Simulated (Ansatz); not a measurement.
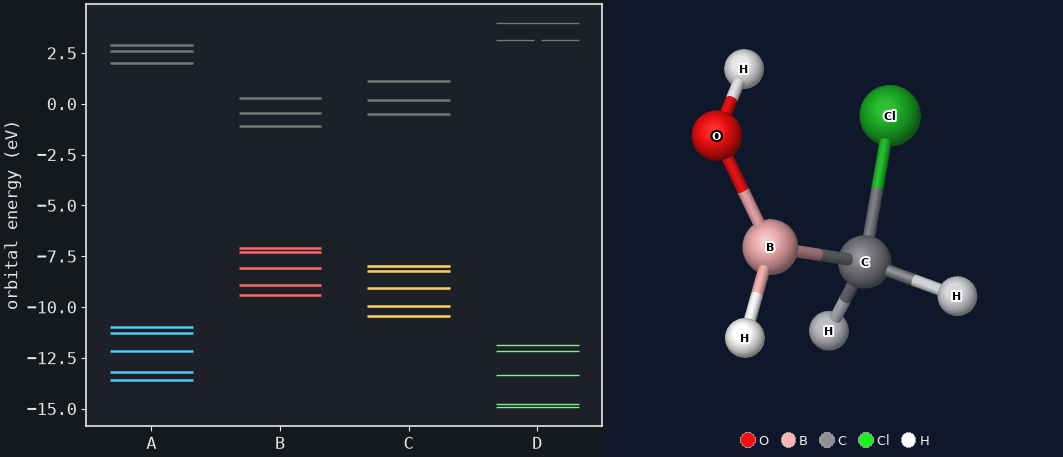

Frontier orbital energies of CH₄BClO, SMILES OBCCl at one geometry, def2-TZVPP, the Ansatz code, at a PBE0-D4/def2-TZVP geometry (a minimum by its frequencies). Empty levels are grey, levels within 0.1 eV stand side by side; all columns show the same few orbitals around the gap.

The columns come from HF, r2SCANh, revPBE and ωB97X-V. Which is which?

Answer. A: ωB97X-V (HOMO −11.00, LUMO 2.02, separation 13.02 eV)
B: revPBE (HOMO −7.09, LUMO −1.11, separation 5.98 eV)
C: r2SCANh (HOMO −7.97, LUMO −0.48, separation 7.49 eV)
D: HF (HOMO −11.89, LUMO 3.12, separation 15.01 eV)

Caveats, for all or some of the runs: empty levels above zero depend strongly on the basis; one conformer of a flexible molecule.
